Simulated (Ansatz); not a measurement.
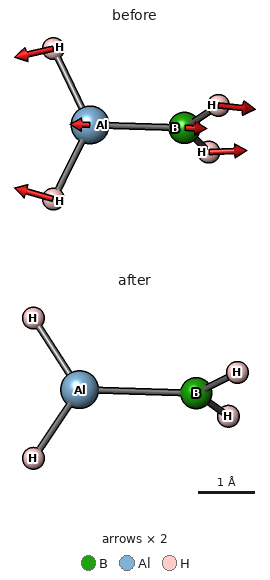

The structure of AlBH4 before (top) and after (bottom) a relaxation, at one scale. The red arrows give the displacements, 2 times their true length.

A ball-and-stick model, seen at a tilt.

It is one of the separated reactants of a reaction.

These are results of RKS PBE-D4/def2-SVP in Ansatz 0.2.0, not measurements.

The input:
```yaml
crystal:
  periodic: [false, false, false]
  atoms:
    - {symbol: B, position_ang: [-0.029876, -0.901086, 0.033317]}
    - {symbol: Al, position_ang: [0.026766, 0.809846, -0.030095]}
    - {symbol: H, position_ang: [-1.059898, -1.409686, -0.346985]}
    - {symbol: H, position_ang: [0.965351, -1.446929, 0.452884]}
    - {symbol: H, position_ang: [0.590990, 1.405296, -1.424995]}
    - {symbol: H, position_ang: [-0.493333, 1.542558, 1.315874]}
basis:
  gaussian: {orbitals: def2-SVP}
hamiltonian: {xc: pbe, dispersion: d4}
relax: {f_tol: 0.03, max_steps: 250}
```

Launched with:
```bash
ansatz run in.yaml --threads 2 --pin off --events-out ev --progress --plain --max-ram 4352MiB
```

Summarise the run.

Answer. The energy falls by 1.661 eV in 4 accepted moves (5 points after the start). The largest force component goes from 8.6 to 0.011 eV/Å. The line search rejected the trial step at point 3 of the run. The largest moves after the best rigid fit, 0.38 Å, are those of H5 and H6. Largest moves by element: H 0.38 Å, B 0.21 Å, Al 0.19 Å. Near-neighbour distances that change, for instance: B1–Al2 1.713 → 2.116 Å, B1–H3 1.210 → 1.222 Å, Al2–H5 1.618 → 1.610 Å. Bond angles that change, for instance: H3–B1–H4 128.3° → 114.0°, H5–Al2–H6 131.5° → 117.4°, Al2–B1–H3 115.9° → 123.0°. Cost: 6.5 s on 2 threads of Intel Xeon Platinum 8259CL @ 2.50GHz, on a shared host.
